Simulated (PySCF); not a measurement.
# The bond of GaF, level by level

What are the lowest state that PBE0 finds, the bond length, vibrational wavenumber and bond energy of GaF, and how much do these hang on the method?

The runs use PySCF 2.14.0; Ga def2-TZVPP, F def2-TZVPP, no relativity.

### Step 1. The job

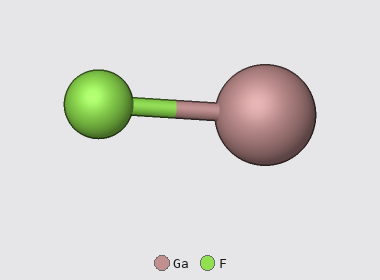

The two atoms at the starting distance (gallium pink, fluorine green).

The job is set up so:

```json
{
 "atoms": "Ga, F",
 "charge": "0",
 "basis": "Ga def2-TZVPP, F def2-TZVPP",
 "Hamiltonian": "no relativity",
 "basis functions": "79",
 "electrons treated": "40",
 "masses in u": "68.9256, 18.9984",
 "levels": "PBE0, PBE, r²SCAN, BLYP, B3LYP, revPBE, PW91, CAM-B3LYP, HF, MP2, SCS-MP2, CCSD, CCSD(T)",
 "grid": "80 radial by 434 angular points",
 "occupations": "held fixed by the projection of orbital angular momentum",
 "dissociation limit": "Ga + F, each in its ground configuration",
 "starting distance in angstrom": "1.820",
 "values of 2S to try": "0, 2"
}
```

Command:

```bash
$ OMP_NUM_THREADS=1 python dia.py task.json out
```

The job searches for the state first and then visits each distance with every level. Its results follow level by level.

### Step 2. Search for the lowest state

At the starting distance of 1.820 Å the search finds these solutions (others can lie among them):

| 2Ms+1 | unpaired | term | E (eV) | ⟨S²⟩ | ⟨Lz²⟩ | μ (D) |
| --- | --- | --- | --- | --- | --- | --- |
| 1 | none | ¹Σ⁺ | 0.00 | 0.00 | 0.00 | -2.44 |
| 3 | σ ↑, π ↑ | ³Π | 3.86 | 2.00 | 1.00 | -2.39 |
| 1 | σ ↑, π ↓ | not assigned | 4.57 | 1.01 | 1.00 | -2.04 |
| 3 | σ ↑↑ | ³Σ⁺ | 6.21 | 2.00 | 0.00 | -1.57 |
| 3 | π ↑↑ | not assigned | 7.57 | 2.01 | 2.01 | 2.46 |
| 3 | π ↑↑ | not assigned | 7.71 | 2.01 | 2.01 | 2.55 |

6 of 7 solutions are listed, lowest first.

A term symbol stands only where ⟨S²⟩ and ⟨Lz²⟩ are near those of a pure state. A positive dipole means Ga(−)F(+).

The most promising solutions are followed along the bond (rough minima from three points):

| 2Ms+1 | unpaired | R at minimum (Å) | energy at minimum (eV) |
| --- | --- | --- | --- |
| 1 | none | 1.79 | 0.00 |
| 3 | σ ↑, π ↑ | 1.77 | 3.84 |

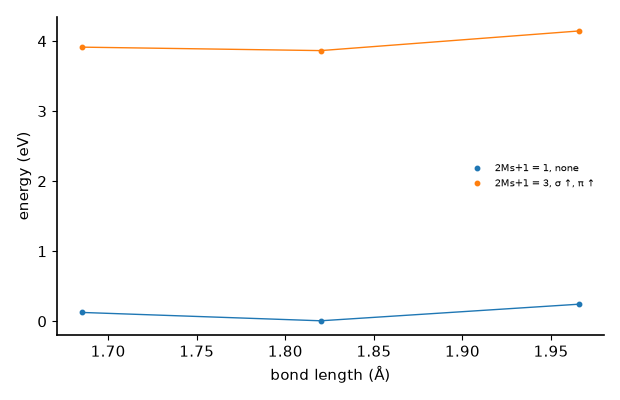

Short scans of the candidates.

The search made 8 SCF attempts at the starting distance; with the short scans it took 19 s of wall time (1 thread, shared host).

### Step 3. First curve: PBE0

State followed: ¹Σ⁺ (singlet), closed shell. The scan is laid around 1.792 Å.

The SCF at the reference distance, 1.792 Å, printed:

```text
******** <class 'pyscf.dft.uks_symm.SymAdaptedUKS'> ********
method = SymAdaptedUKS
initial guess = minao
damping factor = 0
level_shift factor = 0
DIIS = <class 'pyscf.scf.diis.CDIIS'>
diis_start_cycle = 1
diis_space = 10
diis_damp = 0
SCF conv_tol = 1e-09
SCF conv_tol_grad = None
SCF max_cycles = 60
direct_scf = False
max_memory 2100 MB (current use 457 MB)
number electrons alpha = 20  beta = 20
XC library pyscf.dft.libxc version 7.0.0
    S. Lehtola, C. Steigemann, M. J.T. Oliveira, and M. A.L. Marques.,  SoftwareX 7, 1–5 (2018)
XC functionals = PBE0
    C. Adamo and V. Barone.,  J. Chem. Phys. 110, 6158 (1999)
    M. Ernzerhof and G. E. Scuseria.,  J. Chem. Phys. 110, 5029 (1999)
small_rho_cutoff = 0
Overwritten attributes  get_jk get_hcore get_occ get_j get_k  of <class 'pyscf.dft.uks_symm.SymAdaptedUKS'>
Set gradient conv threshold to 3.16228e-05
init E= -2024.45246895155
cycle= 1 E= -2024.44658592637  delta_E= 0.00588  |g|= 0.0142  |ddm|= 0.0259
cycle= 2 E= -2024.44642640241  delta_E= 0.00016  |g|= 0.0281  |ddm|= 0.0222
cycle= 3 E= -2024.44667212517  delta_E= -0.000246  |g|= 0.00181  |ddm|= 0.0115
cycle= 4 E= -2024.44667358398  delta_E= -1.46e-06  |g|= 0.000336  |ddm|= 0.00164
cycle= 5 E= -2024.44667361917  delta_E= -3.52e-08  |g|= 8.04e-05  |ddm|= 0.000193
cycle= 6 E= -2024.44667362012  delta_E= -9.45e-10  |g|= 1.89e-05  |ddm|= 4.07e-05
Extra cycle  E= -2024.44667361997  delta_E= 1.46e-10  |g|= 3.03e-05  |ddm|= 2.11e-05
converged SCF energy = -2024.44667361997  <S^2> = -2.1316282e-14  2S+1 = 1
```

The curve and what changes along it:

| R (Å) | E (eV) | μ (D) | Mulliken charge of Ga (e) | Mayer bond order | ⟨S²⟩ | HOMO (eV) | LUMO (eV) |
| --- | --- | --- | --- | --- | --- | --- | --- |
| 1.5411 | 1.0213 | -0.65 | 0.27 | 1.04 | 0.00 | -7.22 | -0.95 |
| 1.6128 | 0.4405 | -1.10 | 0.30 | 1.01 | 0.00 | -7.40 | -1.07 |
| 1.6845 | 0.1316 | -1.55 | 0.34 | 0.98 | 0.00 | -7.57 | -1.20 |
| 1.7382 | 0.0264 | -1.90 | 0.38 | 0.94 | 0.00 | -7.69 | -1.29 |
| 1.7920 | 0.0000 | -2.25 | 0.41 | 0.91 | 0.00 | -7.80 | -1.38 |
| 1.8458 | 0.0329 | -2.60 | 0.44 | 0.88 | 0.00 | -7.90 | -1.48 |
| 1.9174 | 0.1429 | -3.07 | 0.48 | 0.83 | 0.00 | -8.02 | -1.60 |
| 2.0070 | 0.3515 | -3.66 | 0.52 | 0.78 | 0.00 | -8.11 | -1.75 |
| 2.1146 | 0.6614 | -4.35 | 0.56 | 0.74 | 0.00 | -8.15 | -1.92 |
| 2.2579 | 1.1162 | -5.25 | 0.61 | 0.68 | 0.00 | -8.04 | -2.14 |

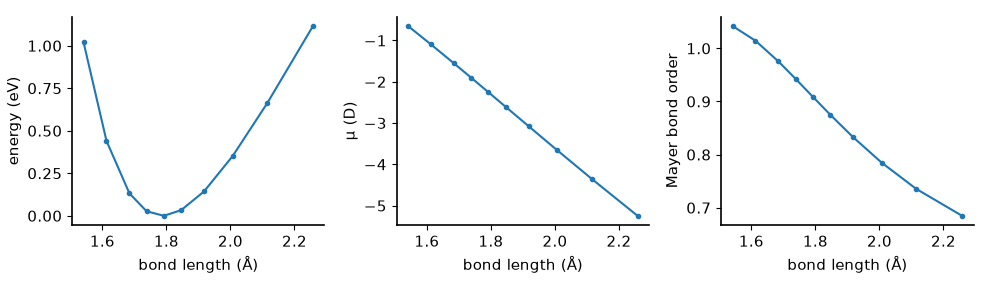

PBE0 along the bond.

Constants from the curve: Re = 1.787 Å, ωe = 619 cm⁻¹, ωexe = 3.12 cm⁻¹, αe = 0.00270 cm⁻¹, Be = 0.3546 cm⁻¹, De = 5.94 eV, μ = -2.22 D.

Orbitals nearest the gap at 1.792 Å:

| spin | orbital | ε (eV) | filled | made of |
| --- | --- | --- | --- | --- |
| both | δ | -23.39 | yes | Ga d 100 % |
| both | π | -23.24 | yes | Ga d 100 % |
| both | π | -23.24 | yes | Ga d 100 % |
| both | σ | -23.12 | yes | Ga d 97 % |
| both | σ | -12.30 | yes | F p 67 %, Ga s 27 % |
| both | π | -10.44 | yes | F p 94 % |
| both | π | -10.44 | yes | F p 94 % |
| both | σ | -7.80 | yes | Ga s 69 %, F p 18 %, Ga p 12 % |
| both | π | -1.38 | no | Ga p 96 % |
| both | π | -1.38 | no | Ga p 96 % |
| both | σ | 0.80 | no | Ga p 92 % |

Polarisability there: 32.7 bohr³ along the bond, 31.0 across it. Without diffuse functions these come out too small, above all across the bond.

### Step 4. Orbitals, density and potential

The fields below are evaluated on a grid from the run's orbitals.

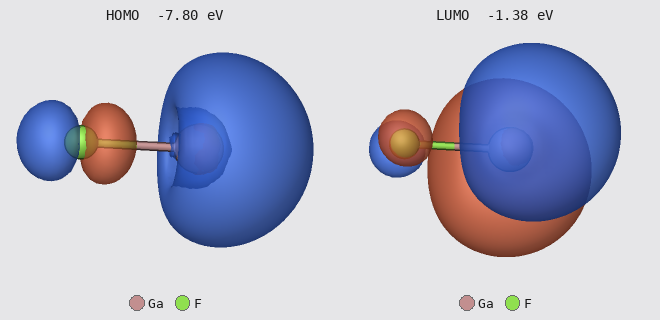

PBE0 orbitals near the gap, drawn at the value that encloses 70 % of each; the two colours are the two signs.

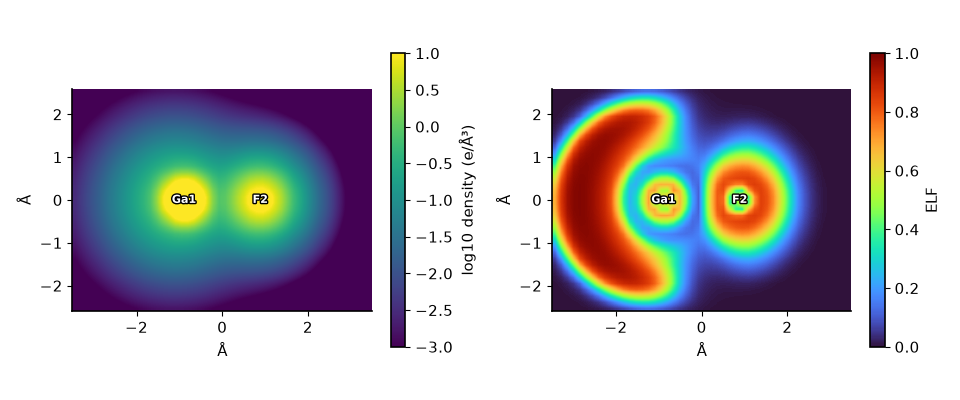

Density (left) and ELF (right) in a plane through or near 2 of the atoms.

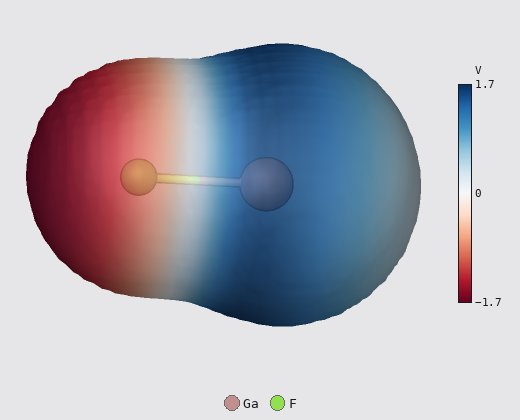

Electrostatic potential on the surface of density 0.002 e/bohr³; red is low, blue high. It runs, from the 1st to the 99th percentile, from -1.70 V near F2 to 1.66 V near Ga1.

### Step 5. Excited determinants

State 2: ³Π (triplet), unpaired electrons σ ↑, π ↑, an excited solution.

Output of the SCF at 1.792 Å:

```text
******** <class 'pyscf.dft.uks_symm.SymAdaptedUKS'> ********
method = SymAdaptedUKS
initial guess = minao
damping factor = 0
level_shift factor = 0
DIIS = <class 'pyscf.scf.diis.CDIIS'>
diis_start_cycle = 1
diis_space = 10
diis_damp = 0
SCF conv_tol = 1e-09
SCF conv_tol_grad = None
SCF max_cycles = 60
direct_scf = False
max_memory 2100 MB (current use 509 MB)
number electrons alpha = 21  beta = 19
XC library pyscf.dft.libxc version 7.0.0
    S. Lehtola, C. Steigemann, M. J.T. Oliveira, and M. A.L. Marques.,  SoftwareX 7, 1–5 (2018)
XC functionals = PBE0
    C. Adamo and V. Barone.,  J. Chem. Phys. 110, 6158 (1999)
    M. Ernzerhof and G. E. Scuseria.,  J. Chem. Phys. 110, 5029 (1999)
small_rho_cutoff = 0
Set gradient conv threshold to 3.16228e-05
init E= -2024.31215575188
cycle= 1 E= -2024.30534480042  delta_E= 0.00681  |g|= 0.0103  |ddm|= 0.0222
cycle= 2 E= -2024.30527096631  delta_E= 7.38e-05  |g|= 0.0198  |ddm|= 0.0169
cycle= 3 E= -2024.30539477168  delta_E= -0.000124  |g|= 0.00152  |ddm|= 0.00908
cycle= 4 E= -2024.30539583918  delta_E= -1.07e-06  |g|= 0.000727  |ddm|= 0.00151
cycle= 5 E= -2024.30539616026  delta_E= -3.21e-07  |g|= 0.000348  |ddm|= 0.000815
cycle= 6 E= -2024.30539623112  delta_E= -7.09e-08  |g|= 0.000129  |ddm|= 0.00051
cycle= 7 E= -2024.30539624051  delta_E= -9.39e-09  |g|= 2.61e-05  |ddm|= 0.000179
cycle= 8 E= -2024.3053962409  delta_E= -3.91e-10  |g|= 3.22e-06  |ddm|= 2.81e-05
Extra cycle  E= -2024.30539624092  delta_E= -1.41e-11  |g|= 2.51e-06  |ddm|= 4.36e-06
converged SCF energy = -2024.30539624092  <S^2> = 2.0028786  2S+1 = 3.0019184
```

Re = 1.764 Å, ωe = 642 cm⁻¹, ωexe = 4.40 cm⁻¹, αe = 0.00305 cm⁻¹, Be = 0.3639 cm⁻¹, μ = -2.16 D. Its minimum lies 3.84 eV above that of the lowest state.

Energy (eV) from the lowest point of the lowest state:

| R (Å) | lowest | state 2 |
| --- | --- | --- |
| 1.541 | 1.021 | 4.718 |
| 1.613 | 0.441 | 4.184 |
| 1.685 | 0.132 | 3.918 |
| 1.738 | 0.026 | 3.843 |
| 1.792 | 0.000 | 3.844 |
| 1.846 | 0.033 | 3.901 |
| 1.917 | 0.143 | 4.034 |
| 2.007 | 0.351 | 4.255 |
| 2.115 | 0.661 | 4.548 |
| 2.258 | 1.116 | 4.915 |

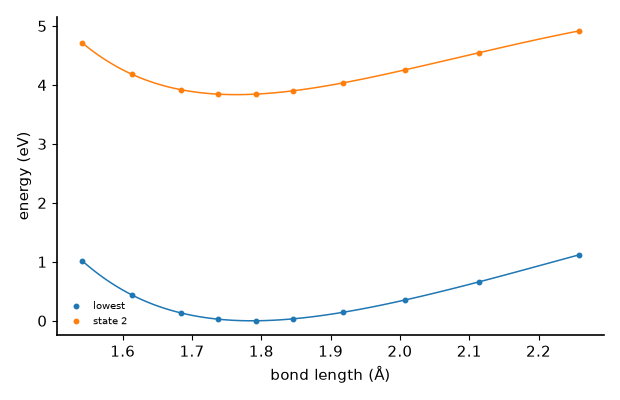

PBE0 curves of the followed states.

### Step 6. PBE (GGA)

Output of the SCF at 1.792 Å:

```text
******** <class 'pyscf.dft.uks_symm.SymAdaptedUKS'> ********
method = SymAdaptedUKS
initial guess = minao
damping factor = 0
level_shift factor = 0
DIIS = <class 'pyscf.scf.diis.CDIIS'>
diis_start_cycle = 1
diis_space = 10
diis_damp = 0
SCF conv_tol = 1e-09
SCF conv_tol_grad = None
SCF max_cycles = 60
direct_scf = False
max_memory 2100 MB (current use 509 MB)
number electrons alpha = 20  beta = 20
XC library pyscf.dft.libxc version 7.0.0
    S. Lehtola, C. Steigemann, M. J.T. Oliveira, and M. A.L. Marques.,  SoftwareX 7, 1–5 (2018)
XC functionals = PBE
    J. P. Perdew, K. Burke, and M. Ernzerhof.,  Phys. Rev. Lett. 77, 3865 (1996)
    J. P. Perdew, K. Burke, and M. Ernzerhof.,  Phys. Rev. Lett. 78, 1396 (1997)
    J. P. Perdew, K. Burke, and M. Ernzerhof.,  Phys. Rev. Lett. 77, 3865 (1996)
    J. P. Perdew, K. Burke, and M. Ernzerhof.,  Phys. Rev. Lett. 78, 1396 (1997)
small_rho_cutoff = 0
Set gradient conv threshold to 3.16228e-05
init E= -2024.41220522938
cycle= 1 E= -2024.41249427  delta_E= -0.000289  |g|= 0.11  |ddm|= 0.104
cycle= 2 E= -2024.40202782116  delta_E= 0.0105  |g|= 0.224  |ddm|= 0.147
cycle= 3 E= -2024.41492251685  delta_E= -0.0129  |g|= 0.0423  |ddm|= 0.106
cycle= 4 E= -2024.41530520143  delta_E= -0.000383  |g|= 0.00844  |ddm|= 0.02
cycle= 5 E= -2024.41533270059  delta_E= -2.75e-05  |g|= 0.000469  |ddm|= 0.00536
cycle= 6 E= -2024.415332763  delta_E= -6.24e-08  |g|= 0.000144  |ddm|= 0.000492
cycle= 7 E= -2024.4153327708  delta_E= -7.81e-09  |g|= 1.01e-05  |ddm|= 9.19e-05
cycle= 8 E= -2024.41533277085  delta_E= -5e-11  |g|= 3.08e-06  |ddm|= 1.74e-05
Extra cycle  E= -2024.41533277083  delta_E= 2.14e-11  |g|= 8.73e-06  |ddm|= 6.98e-06
converged SCF energy = -2024.41533277083  <S^2> = -3.1974423e-14  2S+1 = 1
```

Re = 1.811 Å, ωe = 587 cm⁻¹, ωexe = 2.98 cm⁻¹, αe = 0.00267 cm⁻¹, Be = 0.3451 cm⁻¹, De = 6.29 eV, μ = -2.23 D.

### Step 7. r²SCAN (meta-GGA)

Log of the SCF at 1.792 Å:

```text
******** <class 'pyscf.dft.uks_symm.SymAdaptedUKS'> ********
method = SymAdaptedUKS
initial guess = minao
damping factor = 0
level_shift factor = 0
DIIS = <class 'pyscf.scf.diis.CDIIS'>
diis_start_cycle = 1
diis_space = 10
diis_damp = 0
SCF conv_tol = 1e-09
SCF conv_tol_grad = None
SCF max_cycles = 60
direct_scf = False
max_memory 2100 MB (current use 509 MB)
number electrons alpha = 20  beta = 20
XC library pyscf.dft.libxc version 7.0.0
    S. Lehtola, C. Steigemann, M. J.T. Oliveira, and M. A.L. Marques.,  SoftwareX 7, 1–5 (2018)
XC functionals = R2SCAN
    J. W. Furness, A. D. Kaplan, J. Ning, J. P. Perdew, and J. Sun.,  J. Phys. Chem. Lett. 11, 8208-8215 (2020)
    J. W. Furness, A. D. Kaplan, J. Ning, J. P. Perdew, and J. Sun.,  J. Phys. Chem. Lett. 11, 9248-9248 (2020)
    J. W. Furness, A. D. Kaplan, J. Ning, J. P. Perdew, and J. Sun.,  J. Phys. Chem. Lett. 11, 8208-8215 (2020)
    J. W. Furness, A. D. Kaplan, J. Ning, J. P. Perdew, and J. Sun.,  J. Phys. Chem. Lett. 11, 9248-9248 (2020)
small_rho_cutoff = 0
Set gradient conv threshold to 3.16228e-05
init E= -2024.74128817618
cycle= 1 E= -2024.74215979392  delta_E= -0.000872  |g|= 0.0192  |ddm|= 0.0747
cycle= 2 E= -2024.74186012829  delta_E= 0.0003  |g|= 0.038  |ddm|= 0.0317
cycle= 3 E= -2024.74227471007  delta_E= -0.000415  |g|= 0.0062  |ddm|= 0.0181
cycle= 4 E= -2024.74228009068  delta_E= -5.38e-06  |g|= 0.00226  |ddm|= 0.00297
cycle= 5 E= -2024.74228206651  delta_E= -1.98e-06  |g|= 9.51e-05  |ddm|= 0.00156
cycle= 6 E= -2024.74228207214  delta_E= -5.62e-09  |g|= 2.98e-05  |ddm|= 0.000145
cycle= 7 E= -2024.74228207244  delta_E= -3.02e-10  |g|= 8.36e-06  |ddm|= 2.65e-05
Extra cycle  E= -2024.74228207237  delta_E= 6.68e-11  |g|= 1.72e-05  |ddm|= 1.27e-05
converged SCF energy = -2024.74228207237  <S^2> = -2.1316282e-14  2S+1 = 1
```

Re = 1.782 Å, ωe = 626 cm⁻¹, ωexe = 3.15 cm⁻¹, αe = 0.00269 cm⁻¹, Be = 0.3564 cm⁻¹, De = 6.12 eV, μ = -2.05 D.

### Step 8. BLYP

Log of the SCF at 1.792 Å:

```text
******** <class 'pyscf.dft.uks_symm.SymAdaptedUKS'> ********
method = SymAdaptedUKS
initial guess = minao
damping factor = 0
level_shift factor = 0
DIIS = <class 'pyscf.scf.diis.CDIIS'>
diis_start_cycle = 1
diis_space = 10
diis_damp = 0
SCF conv_tol = 1e-09
SCF conv_tol_grad = None
SCF max_cycles = 60
direct_scf = False
max_memory 2100 MB (current use 510 MB)
number electrons alpha = 20  beta = 20
XC library pyscf.dft.libxc version 7.0.0
    S. Lehtola, C. Steigemann, M. J.T. Oliveira, and M. A.L. Marques.,  SoftwareX 7, 1–5 (2018)
XC functionals = BLYP
    A. D. Becke.,  Phys. Rev. A 38, 3098 (1988)
    C. Lee, W. Yang, and R. G. Parr.,  Phys. Rev. B 37, 785 (1988)
    B. Miehlich, A. Savin, H. Stoll, and H. Preuss.,  Chem. Phys. Lett. 157, 200 (1989)
small_rho_cutoff = 0
Set gradient conv threshold to 3.16228e-05
init E= -2024.87126257415
cycle= 1 E= -2024.87328620517  delta_E= -0.00202  |g|= 0.117  |ddm|= 0.116
cycle= 2 E= -2024.86663930505  delta_E= 0.00665  |g|= 0.209  |ddm|= 0.136
cycle= 3 E= -2024.87530567686  delta_E= -0.00867  |g|= 0.0439  |ddm|= 0.0963
cycle= 4 E= -2024.87577711742  delta_E= -0.000471  |g|= 0.0113  |ddm|= 0.0227
cycle= 5 E= -2024.87582492979  delta_E= -4.78e-05  |g|= 0.000437  |ddm|= 0.00657
cycle= 6 E= -2024.87582499224  delta_E= -6.24e-08  |g|= 0.000102  |ddm|= 0.000578
cycle= 7 E= -2024.87582499608  delta_E= -3.84e-09  |g|= 8.94e-06  |ddm|= 6.82e-05
cycle= 8 E= -2024.87582499612  delta_E= -4.73e-11  |g|= 2.54e-06  |ddm|= 1.71e-05
Extra cycle  E= -2024.87582499611  delta_E= 1.91e-11  |g|= 7.05e-06  |ddm|= 5.96e-06
converged SCF energy = -2024.87582499611  <S^2> = -2.1316282e-14  2S+1 = 1
```

Re = 1.824 Å, ωe = 573 cm⁻¹, ωexe = 2.96 cm⁻¹, αe = 0.00267 cm⁻¹, Be = 0.3402 cm⁻¹, De = 6.21 eV, μ = -2.39 D.

### Step 9. B3LYP (global hybrid GGA)

Log of the SCF at 1.792 Å:

```text
******** <class 'pyscf.dft.uks_symm.SymAdaptedUKS'> ********
method = SymAdaptedUKS
initial guess = minao
damping factor = 0
level_shift factor = 0
DIIS = <class 'pyscf.scf.diis.CDIIS'>
diis_start_cycle = 1
diis_space = 10
diis_damp = 0
SCF conv_tol = 1e-09
SCF conv_tol_grad = None
SCF max_cycles = 60
direct_scf = False
max_memory 2100 MB (current use 510 MB)
number electrons alpha = 20  beta = 20
XC library pyscf.dft.libxc version 7.0.0
    S. Lehtola, C. Steigemann, M. J.T. Oliveira, and M. A.L. Marques.,  SoftwareX 7, 1–5 (2018)
XC functionals = B3LYP
    P. J. Stephens, F. J. Devlin, C. F. Chabalowski, and M. J. Frisch.,  J. Phys. Chem. 98, 11623 (1994)
small_rho_cutoff = 0
Set gradient conv threshold to 3.16228e-05
init E= -2024.8522218165
cycle= 1 E= -2024.85273115157  delta_E= -0.000509  |g|= 0.032  |ddm|= 0.0427
cycle= 2 E= -2024.85250836063  delta_E= 0.000223  |g|= 0.0461  |ddm|= 0.0297
cycle= 3 E= -2024.85287115347  delta_E= -0.000363  |g|= 0.00583  |ddm|= 0.0189
cycle= 4 E= -2024.85288218309  delta_E= -1.1e-05  |g|= 0.00088  |ddm|= 0.00238
cycle= 5 E= -2024.85288239316  delta_E= -2.1e-07  |g|= 6.73e-05  |ddm|= 0.000658
cycle= 6 E= -2024.85288239522  delta_E= -2.05e-09  |g|= 1.31e-05  |ddm|= 7.64e-05
cycle= 7 E= -2024.85288239526  delta_E= -4.77e-11  |g|= 1.23e-06  |ddm|= 1.08e-05
Extra cycle  E= -2024.85288239526  delta_E= 3.18e-12  |g|= 2.43e-06  |ddm|= 2.1e-06
converged SCF energy = -2024.85288239526  <S^2> = -1.7763568e-14  2S+1 = 1
```

Re = 1.800 Å, ωe = 602 cm⁻¹, ωexe = 3.08 cm⁻¹, αe = 0.00270 cm⁻¹, Be = 0.3492 cm⁻¹, De = 6.03 eV, μ = -2.38 D. 20 s of CPU time for 12 points, integrals apart.

### Step 10. revPBE (GGA)

The SCF at the reference distance, 1.792 Å, printed:

```text
******** <class 'pyscf.dft.uks_symm.SymAdaptedUKS'> ********
method = SymAdaptedUKS
initial guess = minao
damping factor = 0
level_shift factor = 0
DIIS = <class 'pyscf.scf.diis.CDIIS'>
diis_start_cycle = 1
diis_space = 10
diis_damp = 0
SCF conv_tol = 1e-09
SCF conv_tol_grad = None
SCF max_cycles = 60
direct_scf = False
max_memory 2100 MB (current use 510 MB)
number electrons alpha = 20  beta = 20
XC library pyscf.dft.libxc version 7.0.0
    S. Lehtola, C. Steigemann, M. J.T. Oliveira, and M. A.L. Marques.,  SoftwareX 7, 1–5 (2018)
XC functionals = PBE_R,PBE
    Y. Zhang and W. Yang.,  Phys. Rev. Lett. 80, 890 (1998)
    J. P. Perdew, K. Burke, and M. Ernzerhof.,  Phys. Rev. Lett. 77, 3865 (1996)
    J. P. Perdew, K. Burke, and M. Ernzerhof.,  Phys. Rev. Lett. 78, 1396 (1997)
small_rho_cutoff = 0
Set gradient conv threshold to 3.16228e-05
init E= -2024.62399232283
cycle= 1 E= -2024.6242379349  delta_E= -0.000246  |g|= 0.0971  |ddm|= 0.0937
cycle= 2 E= -2024.61599089222  delta_E= 0.00825  |g|= 0.197  |ddm|= 0.133
cycle= 3 E= -2024.62618222838  delta_E= -0.0102  |g|= 0.0364  |ddm|= 0.0941
cycle= 4 E= -2024.62646047857  delta_E= -0.000278  |g|= 0.00726  |ddm|= 0.0171
cycle= 5 E= -2024.62648108147  delta_E= -2.06e-05  |g|= 0.000391  |ddm|= 0.00468
cycle= 6 E= -2024.62648113618  delta_E= -5.47e-08  |g|= 8.89e-05  |ddm|= 0.000423
cycle= 7 E= -2024.62648113891  delta_E= -2.73e-09  |g|= 5.4e-06  |ddm|= 4.29e-05
cycle= 8 E= -2024.62648113891  delta_E= 4.55e-13  |g|= 9.57e-07  |ddm|= 6.3e-06
Extra cycle  E= -2024.62648113891  delta_E= 5e-12  |g|= 2.49e-06  |ddm|= 2.54e-06
converged SCF energy = -2024.62648113891  <S^2> = -2.8421709e-14  2S+1 = 1
```

Re = 1.821 Å, ωe = 575 cm⁻¹, ωexe = 2.95 cm⁻¹, αe = 0.00267 cm⁻¹, Be = 0.3413 cm⁻¹, De = 6.02 eV, μ = -2.25 D. 9.8 s of CPU time for 12 points, integrals apart.

[end of part 1 of 2]
